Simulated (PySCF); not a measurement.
# Mn₂Cl⁺: singlet, from a PBE0 minimum start

Where does singlet Mn₂Cl⁺ go from a PBE0 minimum start, is the end point a minimum, and what are its modes, charges and moments?

Computed with PySCF 2.14.0. Level: PBE0, basis Cl def2-SVP, Mn def2-SVP, no relativity, density fitting.

## 1. Where the work starts

3 atoms, charge 1, spin multiplicity 1.

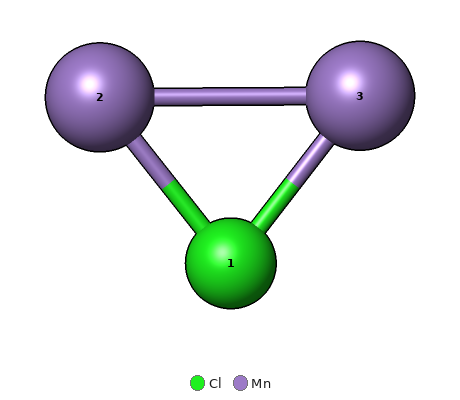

As it starts; chlorine green, manganese light purple; atoms are numbered from 1 in the order of the file.

```xyz
3
charge 1 multiplicity 1
Cl    0.0000    0.0000   -1.3326
Mn    1.3703    0.0000    0.4243
Mn   -1.3703    0.0000    0.4243
```

## 2. First SCF at the start

One driver script runs all steps and calls PySCF; scf.py shows how it sets up the SCF of each step. The optimiser is the driver's own. After this first run the driver tries any further starts and a stability analysis.

scf.py reads:

```python
from pyscf import gto, scf, dft
mol = gto.M(atom='''
Cl     0.000000     0.000000    -1.332589
Mn     1.370338    -0.000000     0.424301
Mn    -1.370338     0.000000     0.424301''',
    basis={'Cl': 'def2-SVP', 'Mn': 'def2-SVP'},
    charge=1, spin=0)
mf = dft.RKS(mol, xc='PBE0')
mf.grids.atom_grid = (50, 194)
aux = {'Cl': 'def2-universal-JKFIT', 'Mn': 'def2-universal-JKFIT'}
mf = mf.density_fit(auxbasis=aux)
mf.conv_tol = 1e-08
mf.diis_space = 10
mf.max_cycle = 60
mf.init_guess = 'minao'
mf.verbose = 4
mf.kernel()
```

Started as:

```
OMP_NUM_THREADS=2 python axn.py task.json out
```

The log of the run (excerpt; [...] marks lines left out):

```text
[... the frontier levels of the middle cycles are left out ...]
init E= -2759.06894496206
  HOMO = 0.243019546042095  LUMO = 0.267542561227741  gap/eV = 0.66731
cycle= 1 E= -2746.68776852328  delta_E= 12.4  |g|=  3.5  |ddm|= 28.5
  HOMO = -3.37215314368387  LUMO = -1.77652336021387  gap/eV = 43.41930
cycle= 2 E= -2726.15361933351  delta_E= 20.5  |g|= 7.12  |ddm|= 29.1
cycle= 3 E= -2744.07186180251  delta_E= -17.9  |g|= 6.56  |ddm|= 3.62
cycle= 4 E= -2738.53134157483  delta_E= 5.54  |g|= 8.54  |ddm|= 2.88
cycle= 5 E= -2736.5185767865  delta_E= 2.01  |g|= 8.69  |ddm|= 0.48
cycle= 6 E= -2743.02687795525  delta_E= -6.51  |g|= 7.17  |ddm|= 1.64
cycle= 7 E= -2746.52733913802  delta_E= -3.5  |g|= 6.52  |ddm|=  2.7
cycle= 8 E= -2758.86946176442  delta_E= -12.3  |g|= 2.73  |ddm|= 3.35
cycle= 9 E= -2750.73986801974  delta_E= 8.13  |g|= 5.86  |ddm|= 3.09
cycle= 10 E= -2750.94165371041  delta_E= -0.202  |g|= 5.92  |ddm|= 0.239
cycle= 11 E= -2755.08342416142  delta_E= -4.14  |g|= 5.12  |ddm|= 1.42
cycle= 12 E= -2758.1243976174  delta_E= -3.04  |g|= 2.81  |ddm|= 5.35
cycle= 13 E= -2754.36825454286  delta_E= 3.76  |g|= 5.31  |ddm|= 4.83
cycle= 14 E= -2759.37830279136  delta_E= -5.01  |g|= 2.46  |ddm|= 2.04
[... 28 cycles left out ...]
cycle= 43 E= -2760.56407600163  delta_E= 2.5e-07  |g|= 0.00141  |ddm|= 0.00299
cycle= 44 E= -2760.56407632692  delta_E= -3.25e-07  |g|= 0.00154  |ddm|= 0.0024
cycle= 45 E= -2760.56407675819  delta_E= -4.31e-07  |g|= 0.0018  |ddm|= 0.003
cycle= 46 E= -2760.56407689964  delta_E= -1.41e-07  |g|= 0.00185  |ddm|= 0.00145
cycle= 47 E= -2760.56407671029  delta_E= 1.89e-07  |g|= 0.00139  |ddm|= 0.00213
cycle= 48 E= -2760.5640767861  delta_E= -7.58e-08  |g|= 0.000739  |ddm|= 0.00363
cycle= 49 E= -2760.56407745525  delta_E= -6.69e-07  |g|= 0.000561  |ddm|= 0.0038
cycle= 50 E= -2760.56407769095  delta_E= -2.36e-07  |g|= 0.000788  |ddm|= 0.00157
cycle= 51 E= -2760.56407815103  delta_E= -4.6e-07  |g|= 0.000183  |ddm|= 0.00906
cycle= 52 E= -2760.5640784965  delta_E= -3.45e-07  |g|= 9.01e-05  |ddm|= 0.0104
cycle= 53 E= -2760.5640785115  delta_E= -1.5e-08  |g|= 0.00012  |ddm|= 0.00109
cycle= 54 E= -2760.56407855302  delta_E= -4.15e-08  |g|= 0.000279  |ddm|= 0.00159
cycle= 55 E= -2760.56407860253  delta_E= -4.95e-08  |g|= 0.000119  |ddm|= 0.00261
cycle= 56 E= -2760.56407860799  delta_E= -5.46e-09  |g|= 1.99e-05  |ddm|= 0.000795
  HOMO = -0.371909337572599  LUMO = -0.318618799761437  gap/eV = 1.45011
Extra cycle  E= -2760.56407860897  delta_E= -9.76e-10  |g|= 3.76e-05  |ddm|= 0.000124
converged SCF energy = -2760.56407860897
```

This step, with its further starts and checks, ran for 20 s (2 threads of Intel Xeon 6975P-C (Granite Rapids), shared host).

Where DIIS stalls, the driver goes on with a level shift of 0.3 Eh and then with a second-order solver.

The first run landed in a state that is too high. Following the other starts and the instabilities gains 178.2 kJ/mol (-2760.63194 Eh), and the work goes on from there.

## 3. Relaxation: PBE0 minimum start, singlet

The program finds C2v symmetry in the start, which this walk keeps.

Edit scf.py of step 2 so:

```diff
@@ -3,3 +3,3 @@
-Cl     0.000000     0.000000    -1.332589
-Mn     1.370338    -0.000000     0.424301
-Mn    -1.370338     0.000000     0.424301''',
+Cl    -0.000000     0.000000    -1.332737
+Mn     1.370338     0.000000     0.424153
+Mn    -1.370338     0.000000     0.424153''',
@@ -15 +14,0 @@
-mf.init_guess = 'minao'
```

Steps of the walk:

```tsv
step	energy (Eh)	change (kJ/mol)	largest symmetric gradient (Eh/bohr)
0	-2760.631937	0.00	0.01154
1	-2760.632631	-1.82	0.01146
2	-2760.633358	-3.73	0.01160
3	-2760.634130	-5.76	0.01182
4	-2760.634947	-7.90	0.01209
5	-2760.635809	-10.17	0.01238
6	-2760.636715	-12.54	0.01272
7	-2760.637671	-15.05	0.01315
8	-2760.638691	-17.73	0.01367
9	-2760.639792	-20.62	0.01428
10	-2760.641949	-26.29	0.02280
11	-2760.645277	-35.02	0.02505
12	-2760.648963	-44.70	0.02677
13	-2760.653033	-55.39	0.02924
14	-2760.657788	-67.87	0.03243
15	-2760.663673	-83.32	0.03891
16	-2760.673600	-109.39	0.06363
17	-2760.698397	-174.49	0.05455
18	-2760.693444	-161.48	0.11349
19	-2760.702342	-184.85	0.01464
20	-2760.702566	-185.44	0.00382
21	-2760.702582	-185.48	0.00020
22	-2760.702582	-185.48	0.00001
```

The walk took 77 s.

Geometry (Å) and forces (eV/Å) at some steps:

```
step 0
Cl   0.000   0.000  -1.333   0.057  -0.001   0.060
Mn   1.370   0.000   0.424  -0.622  -0.010  -0.061
Mn  -1.370   0.000   0.424   0.565   0.010   0.001
step 1
Cl   0.000   0.000  -1.338   0.059  -0.001   0.003
Mn   1.354   0.000   0.427  -0.619  -0.011  -0.035
Mn  -1.354   0.000   0.427   0.560   0.011   0.032
step 11
Cl   0.000   0.000  -1.433   0.201  -0.004  -0.126
Mn   1.153   0.000   0.474  -1.389   0.007  -0.093
Mn  -1.153   0.000   0.474   1.188  -0.003   0.218
step 22
Cl   0.000   0.000  -1.555   0.000   0.000   0.000
Mn   0.814   0.000   0.535  -0.001   0.000   0.000
Mn  -0.814   0.000   0.535   0.001   0.000   0.000
```

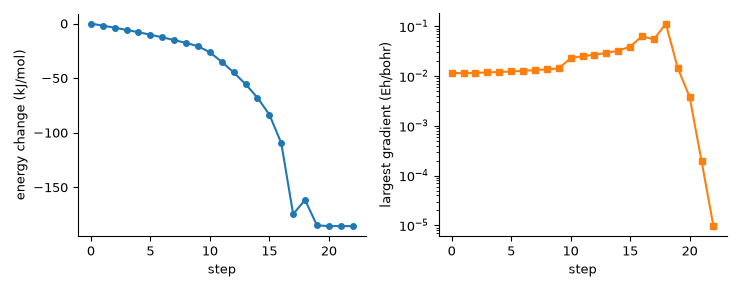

Energy and largest gradient along the walk.

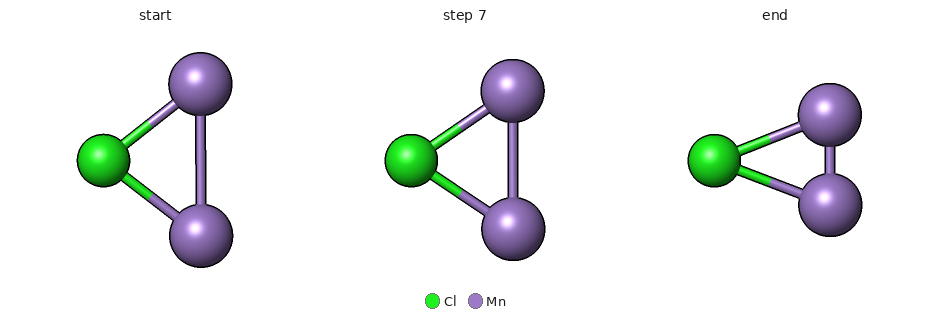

The geometry along the walk, at one scale.

It settles in C2v symmetry, 185.5 kJ/mol below the start, after 22 steps: Cl–Mn 2.243 Å (×2), Mn–Mn 1.628 Å; Cl–Mn–Mn 68.7° (×2), Mn–Cl–Mn 42.5°.

## 4. Is it a minimum? Harmonic modes

The point is checked on the finer grid, and tightened if its gradient asks for it. The Hessian and the dipole derivatives come from central differences of analytic gradients, with steps of 0.02 bohr.

Edit scf.py of step 3 so:

```diff
@@ -3,3 +3,3 @@
-Cl    -0.000000     0.000000    -1.332737
-Mn     1.370338     0.000000     0.424153
-Mn    -1.370338     0.000000     0.424153''',
+Cl     0.000000     0.000000    -1.585805
+Mn     0.813668     0.000000     0.504694
+Mn    -0.813668     0.000000     0.504694''',
@@ -9 +9 @@
-mf.grids.atom_grid = (50, 194)
+mf.grids.atom_grid = (75, 302)
@@ -12 +12 @@
-mf.conv_tol = 1e-08
+mf.conv_tol = 1e-10
```

This SCF starts from the last density.

Log of the central SCF (cycles and frontier levels):

```text
init E= -2760.70255855552
  HOMO = -0.426717630059271  LUMO = -0.298226711675598  gap/eV = 3.49642
cycle= 1 E= -2760.70255855552  delta_E= 4.55e-12  |g|= 8.18e-06  |ddm|= 1.35e-05
  HOMO = -0.426715144006483  LUMO = -0.298225483735454  gap/eV = 3.49638
Extra cycle  E= -2760.70255855546  delta_E= 6.37e-11  |g|= 2.32e-05  |ddm|= 1.86e-05
converged SCF energy = -2760.70255855546
```

The whole step took 20 s.

Geometry: C2v; Cl–Mn 2.243 Å (×2), Mn–Mn 1.627 Å; Cl–Mn–Mn 68.7° (×2), Mn–Cl–Mn 42.5°.

Modes, for the most abundant isotopes:

| symmetry | ω (cm⁻¹) | IR (km/mol) | μ (u) |
| --- | --- | --- | --- |
| b2 | 255 | 3.5 | 47.08 |
| a1 | 397 | 41.5 | 38.87 |
| a1 | 694 | 12.3 | 53.88 |

Every mode is real; the point is a minimum.

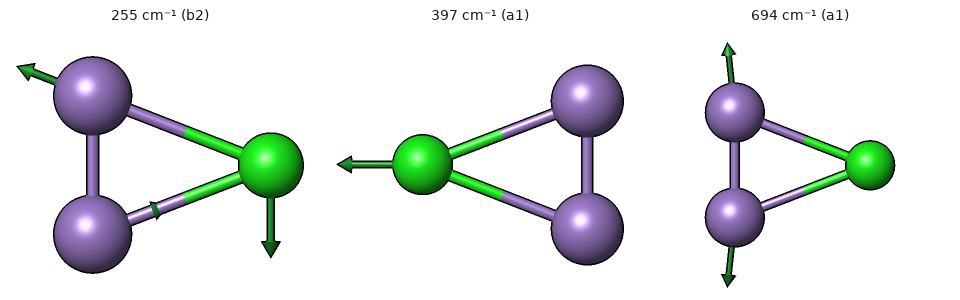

Displacements of 3 of the modes, as arrows (one member where a mode is degenerate).

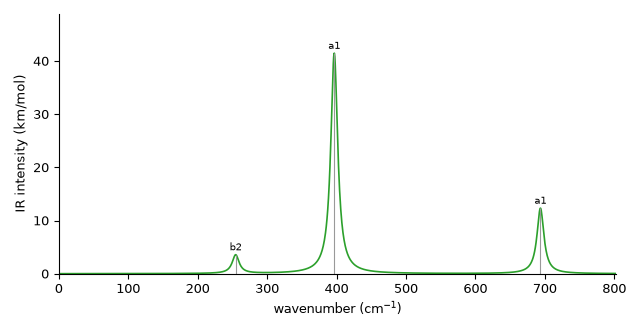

The harmonic infrared spectrum (widths in cm⁻¹). Lines are broadened to a width of 12 cm⁻¹ (Lorentzian).

Properties at this point:

| Property | Result |
| --- | --- |
| Dipole moment about the centre of mass | 5.17 D |
| Highest occupied level | -11.61 eV |
| Lowest empty level | -8.12 eV |
| Rotational constants | 0.2317, 0.1454, 0.08935 cm⁻¹ |
| Zero-point energy | 8.0 kJ/mol |
| Principal polarisabilities | 35.4, 49.7, 50.9 bohr³ |
| Principal traceless quadrupole moments about the centre of mass | -8.41, -1.20, 9.61 D Å |
| Entropy at 298.15 K and 1 bar | 285.5 J/(mol K) |
| Heat capacity Cp at 298.15 K | 50.3 J/(mol K) |
| Enthalpy at 298.15 K above 0 K | 12.30 kJ/mol |
| Rotational symmetry number | 2 |

Charges (e) and bond orders:

```tsv
atom	Mulliken	Löwdin	polar tensor	Mayer order to Cl1
Cl1	-0.12	0.10	-0.40	–
Mn2,3	0.56	0.45	0.70	0.72
```

Mulliken populations on Cl1: s 5.93, p 11.16, d 0.02.

## 5. The broken-symmetry singlet

A stability analysis found the closed shell of the lowest minimum unstable towards spin polarisation, so the unrestricted solution is followed.

The program finds C2v symmetry in the start, which may break. The walk stops when the largest gradient is under 0.0003 Eh/bohr and the energy has settled too.

Edit scf.py of step 4 so:

```diff
@@ -8,2 +8,2 @@
-mf = dft.RKS(mol, xc='PBE0')
-mf.grids.atom_grid = (75, 302)
+mf = dft.UKS(mol, xc='PBE0')
+mf.grids.atom_grid = (50, 194)
@@ -12 +12 @@
-mf.conv_tol = 1e-10
+mf.conv_tol = 1e-08
```

The optimiser's trace:

```tsv
step	energy (Eh)	change (kJ/mol)	largest gradient (Eh/bohr)
0	-2760.748568	0.00	0.13765
1	-2760.780039	-82.63	0.10357
2	-2760.831769	-218.44	0.05016
3	-2760.851635	-270.60	0.01667
4	-2760.856801	-284.16	0.01225
5	-2760.859327	-290.80	0.00805
6	-2760.860349	-293.48	0.00373
7	-2760.860619	-294.19	0.00072
8	-2760.860656	-294.29	0.00037
9	-2760.860662	-294.30	0.00036
10	-2760.860658	-294.29	0.00065
11	-2760.860661	-294.30	0.00049
12	-2760.860658	-294.29	0.00028
13	-2760.860662	-294.30	0.00010
14	-2760.860661	-294.30	0.00025
```

The walk took 64 s.

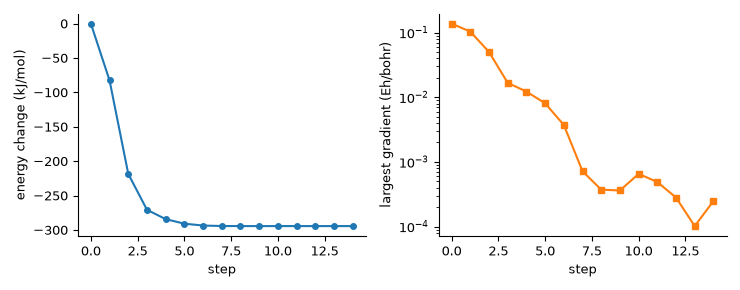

Energy and largest gradient along the walk.

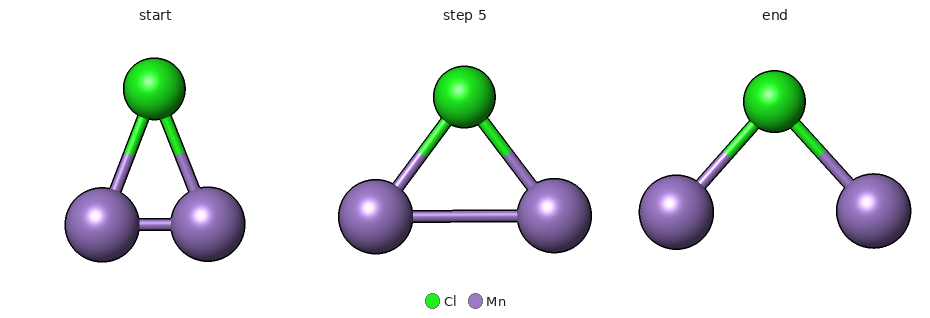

The geometry along the walk, at one scale.

End point (C2v, 14 steps, 294.3 kJ/mol gained): Cl–Mn 2.277 Å (×2); Mn–Cl–Mn 83.7°.

## 6. Results

```
                            quantity                                                                   value
                             minimum         singlet, C2v (closed shell, unstable towards spin polarisation)
                            geometry  Cl–Mn 2.243 Å (×2), Mn–Mn 1.627 Å; Cl–Mn–Mn 68.7° (×2), Mn–Cl–Mn 42.5°
                  wavenumbers (cm⁻¹)                                            255 (b2), 397 (a1), 694 (a1)
      dipole moment (centre of mass)                                                                  5.17 D
highest occupied, lowest empty level                                                        -11.61, -8.12 eV
          polar-tensor charge of Cl1                                                                 -0.40 e
                   zero-point energy                                                              8.0 kJ/mol
```

In words: The PBE0 minimum start keeps its C2v symmetry and ends in a minimum. The strongest infrared band lies at 397 cm⁻¹ (a1). The first SCF alone would have been 178 kJ/mol too high. Other starts or spin states, not run here, may lie lower. A stability analysis at the minimum finds the closed shell unstable towards spin polarisation: an open-shell solution lies lower, and these values are not those of the lowest state.

The search up to here ran for 3.3 min (2 threads of Intel Xeon 6975P-C (Granite Rapids), shared host).
